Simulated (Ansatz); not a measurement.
**CH$_{4}$OSi: density, localisation and related maps**

```xyz
7

H    -0.9787   -2.3003   -0.6849
O    -0.8695   -1.3725   -0.4628
Si    0.6848   -0.9575   -0.0409
C     0.3553    0.8766    0.2619
H     1.2315    1.4020    0.6472
H    -0.4780    1.0039    0.9616
H     0.0545    1.3478   -0.6819
```

The reactant side of a reaction path; geometry: PBE0-D4/def2-TZVP.

Level of theory: Ansatz 0.2.0, RKS PBE0-D4/def2-TZVPP.

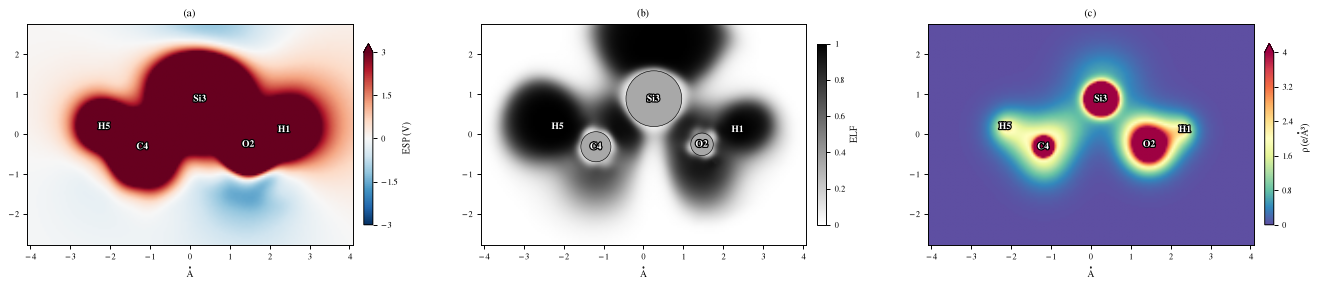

Figure 1. (a) molecular electrostatic potential; (b) ELF; (c) electron density on the plane of atoms H1, O2 and Si3. Grey discs cover the atomic cores in the ELF map.

Question: What do the fields say about this system?

Answer:
- The section cuts through H, O, Si and C sites.
- Si–O (1.66 Å): the density is about 1.1 e/Å³ at the midpoint; the ELF peaks at about 0.85 between the atoms, as expected for a shared but strongly polarised pair.
- C–Si (1.89 Å): ρ at the midpoint is about 0.96 e/Å³; the ELF peaks at about 0.95 between the atoms, as expected for a covalent bond.
- O–H (0.96 Å): ρ is about 3.8 e/Å³ halfway; the ELF climbs to about 1 towards the hydrogen, as it does in any bond to H (an ordinary covalent bond to hydrogen).
- C–H (1.09 Å): the density is about 1.9 e/Å³ at the midpoint; the ELF climbs to about 1 towards the hydrogen; a covalent bond by its length.
- The ELF also peaks beside O2 and Si3, away from the bonds: lone-pair regions.
- Outside the dense part of the molecule the potential is most negative (−1.6 V) near O2.

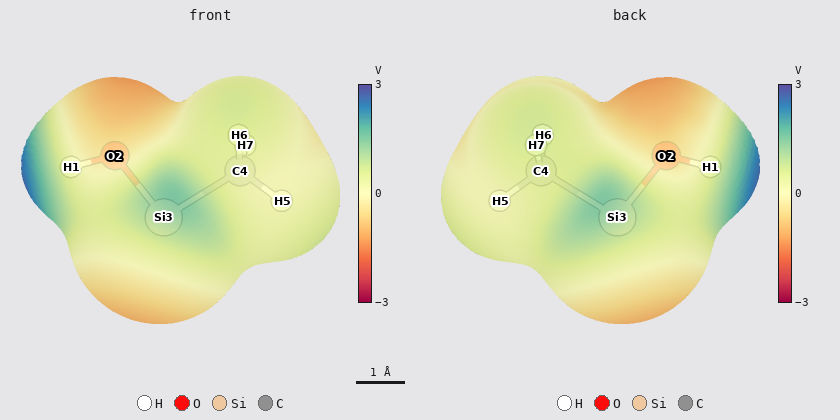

Figure 2. The molecular electrostatic potential painted on the density surface at 0.002 e/bohr³, seen from the front and from behind; red is negative and blue positive.

Question: Which sites attract a positive test charge, and which a negative one?

Answer: A positive charge is drawn to the negative regions and a negative charge to the positive ones. The most negative region (about −1.3 V) lies over O2, the most positive (about +2.6 V) over H1. O2 is the likeliest acceptor of a hydrogen bond.

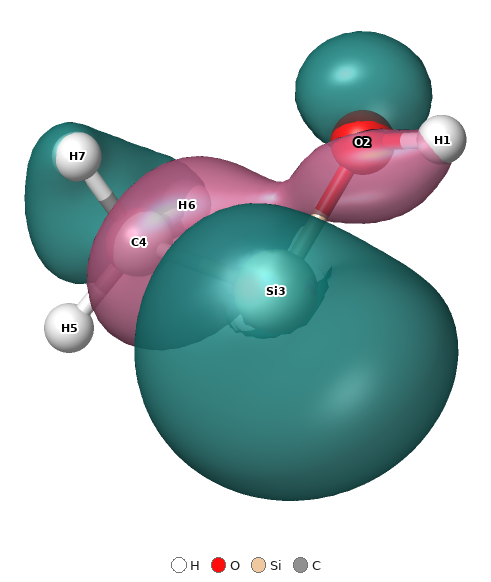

Figure 3. One frontier orbital at ±0.1 Å⁻³ᐟ² (teal and pink are the two phases), seen at an oblique angle.

Question: Which orbital is it: HOMO or LUMO?

Answer: The HOMO, at −6.16 eV. It lies mainly on Si3 (about 70 %), C4 (about 15 %) and O2 (about 10 %).
